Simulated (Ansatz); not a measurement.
**YN, response to strain**

Take YN in the rock salt structure (space group Fm-3m, No. 225; a = 4.8957 Å) as the base.

Strains are applied to the cell and any free atomic positions relax.

All numbers come from r2SCAN/PAW in Ansatz (a first-principles code), no spin-orbit coupling.

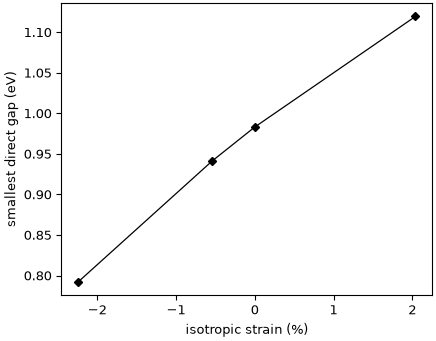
*Smallest direct gap against isotropic strain*

Q: From the plot, what is the smallest direct gap for isotropic strain +2.04 %?

A: About 1.12 eV.

Q: Is the trend monotonic over the range shown?

A: Yes, it rises throughout, spanning 0.79 eV to 1.12 eV.

Whether these cells are dynamically stable was not tested.
